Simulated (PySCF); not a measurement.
# C2H9AsSi (SMILES C[As](C)[SiH3]) at 6 levels

Aim: a comparison of 6 runs (B3LYP/6-31G*, BHLYP/6-31G*, CAM-B3LYP/6-31G*, PBE0/6-31G*, SVWN5/6-31G*, CCSD(T)/6-31G*) of C2H9AsSi. 

The calculation is run with PySCF 2.14.0.

1 further run of the same task is left out (set aside as unsound or not needed).

### 1 The molecule

The species is C2H9AsSi (13 atoms), meant as a singlet with charge 0. As SMILES, `C[As](C)[SiH3]`. Geometry: relaxed at PBE0-D4/def2-TZVP.

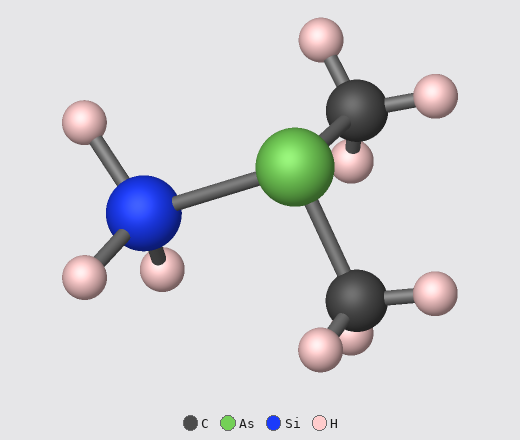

Viewed from a chosen angle; carbon dark grey, arsenic green, silicon blue, hydrogen pink.

### 2 A single-point energy at B3LYP/6-31G(d) (spherical functions) (run 1)

Contents of input.py:

```python
# C[As](C)[SiH3]
from pyscf import gto, dft

system = gto.M(
    atom='''
C     -1.022342     3.195149     0.051401
As     1.192984     0.710537    -1.638015
C      3.028853    -0.452211     1.397263
Si    -1.786358    -2.604610    -1.659557
H     -2.477620     3.816680    -1.268573
H     -1.913348     2.415448     1.738548
H      0.120753     4.828061     0.577878
H      1.750831    -0.884014     2.955532
H      4.128485    -2.129910     0.925777
H      4.329740     1.038593     1.976654
H     -0.538005    -5.007774    -2.417905
H     -2.939469    -2.956665     0.888738
H     -3.835577    -2.035424    -3.499584
''',
    verbose=4,
    max_memory=1860,
    basis='6-31g*',
    unit='bohr',
)

ks = dft.RKS(system, xc='b3lyp')
ks.conv_tol = 1e-10
ks.grids.level = 5
ks.kernel()
if not ks.converged:
    ks = ks.newton().run(ks.mo_coeff, ks.mo_occ)

etot = ks.e_tot
print('E(%s) = %.9f' % ('B3LYP', etot))
```

The run is started by

```bash
OMP_NUM_THREADS=1 python input.py
```

Output:

```text
PySCF version 2.14.0

[... 81 lines left out ...]
converged SCF energy = -2606.74966567584
E(B3LYP) = -2606.749665676
```

Wall time 36 s (1 thread of Arm Neoverse V1, shared host); peak memory 0.51 GiB.

### 3 A single-point energy at BHLYP/6-31G(d) (spherical functions) (run 2)

Contents of run.py:

```python
# C[As](C)[SiH3]
from pyscf import gto, dft

molecule = gto.Mole()
molecule.atom = '''
C       -0.541000       1.690800       0.027200
As       0.631300       0.376000      -0.866800
C        1.602800      -0.239300       0.739400
Si      -0.945300      -1.378300      -0.878200
H       -1.311100       2.019700      -0.671300
H       -1.012500       1.278200       0.920000
H        0.063900       2.554900       0.305800
H        0.926500      -0.467800       1.564000
H        2.184700      -1.127100       0.489900
H        2.291200       0.549600       1.046000
H       -0.284700      -2.650000      -1.279500
H       -1.555500      -1.564600       0.470300
H       -2.029700      -1.077100      -1.851900
'''
molecule.spin = 0
molecule.basis = '6-31g*'
molecule.verbose = 4
molecule.max_memory = 1860
molecule.build()

myscf = dft.RKS(molecule, xc='bhandhlyp')
myscf.conv_tol = 1e-10
myscf.grids.level = 5
myscf.kernel()
if not myscf.converged:
    myscf = myscf.newton().run(myscf.mo_coeff, myscf.mo_occ)

etot = myscf.e_tot
print(f'total energy: {etot:.8f} hartree')
```

The run is started by

```bash
OMP_NUM_THREADS=1 python run.py
```

Output:

```text
PySCF version 2.14.0

[... 81 lines left out ...]
converged SCF energy = -2606.60661958785
total energy: -2606.60661959 hartree
```

It took 35 s on 1 thread of Arm Neoverse V1, shared host; peak memory 0.51 GiB.

Runs 3 to 5 aren't shown in full; the table further down has their settings and results.

### 4 A single-point energy at CCSD(T)/6-31G(d) (spherical functions) (run 6)

Contents of calc.py:

```python
from pyscf import gto, scf, cc

molecule = gto.M(
    atom='''
C     -1.022342     3.195149     0.051401
As     1.192984     0.710537    -1.638015
C      3.028853    -0.452211     1.397263
Si    -1.786358    -2.604610    -1.659557
H     -2.477620     3.816680    -1.268573
H     -1.913348     2.415448     1.738548
H      0.120753     4.828061     0.577878
H      1.750831    -0.884014     2.955532
H      4.128485    -2.129910     0.925777
H      4.329740     1.038593     1.976654
H     -0.538005    -5.007774    -2.417905
H     -2.939469    -2.956665     0.888738
H     -3.835577    -2.035424    -3.499584
''',
    unit='bohr',
    max_memory=1860,
    basis='6-31g*',
    verbose=3,
)

mf = scf.RHF(molecule)
mf.conv_tol = 1e-10
mf.kernel()
if not mf.converged:
    mf = mf.newton().run(mf.mo_coeff, mf.mo_occ)

mycc = cc.CCSD(mf, frozen=16)
mycc.kernel()
e_t = mycc.ccsd_t()
e_tot = mycc.e_tot + e_t
print('Final energy', e_tot)
```

The run is started by

```bash
OMP_NUM_THREADS=1 python calc.py
```

Output:

```text
converged SCF energy = -2603.78775373139
E(CCSD) = -2604.434290295696  E_corr = -0.6465365643102476
CCSD(T) correction = -0.0167829905778785
Final energy -2604.4510732862736
```

Wall time 65 s (1 thread of Arm Neoverse V1, shared host); peak memory 0.53 GiB.

### 5 Overview of the runs

| run | level | integration grid | frozen core orbitals | energy (Eh) | dipole moment (D) of the reference | HOMO energy (eV) | LUMO energy (eV) | wall time |
| --- | --- | --- | --- | --- | --- | --- | --- | --- |
| 1 | B3LYP/6-31G* (spherical functions) | 5 | – | -2606.749666 | 1.28 | -6.30 | 0.31 | 36 s |
| 2 | BHLYP/6-31G* (spherical functions) | 5 | – | -2606.606620 | 1.24 | -7.45 | 1.34 | 35 s |
| 3 | CAM-B3LYP/6-31G* (spherical functions) | 5 | – | -2606.750671 | 1.25 | -7.73 | 1.49 | 67 s |
| 4 | PBE0/6-31G* (spherical functions) | 5 | – | -2606.186553 | 1.34 | -6.53 | 0.48 | 36 s |
| 5 | SVWN5/6-31G* (spherical functions) | 5 | – | -2601.439049 | 1.43 | -5.54 | -0.49 | 23 s |
| 6 | CCSD(T)/6-31G* (spherical functions) | – | 16 | -2604.451073 | 1.24 | -8.90 | 3.51 | 65 s |

### 6 What came out

| quantity | value |
| --- | --- |
| run 6: total energy | -2604.45107 Eh |
| run 6: dipole moment (Hartree–Fock density) | 1.24 D |
| run 6: HOMO energy (Hartree–Fock orbitals) | -8.90 eV |
| run 6: LUMO energy (Hartree–Fock orbitals) | 3.51 eV |
| run 6: HOMO–LUMO gap (Hartree–Fock orbitals) | 12.41 eV |
| run 6: correlation energy (16 core orbitals frozen) | -663.3 mEh |
| run 6: (T) correction | -16.78 mEh |
| run 6: T1 diagnostic | 0.010 |

Over runs 1, 2, 3, 4, 5 the dipole moment (its size) runs from 1.24 D (BHLYP/6-31G*) to 1.43 D (SVWN5/6-31G*). Over runs 1, 2, 3, 4, 5 the HOMO–LUMO gap runs from 5.05 eV (SVWN5/6-31G*) to 9.22 eV (CAM-B3LYP/6-31G*). Totals of different functionals can't be ranked against each other. All runs together took 4.4 min, the longest 67 s.
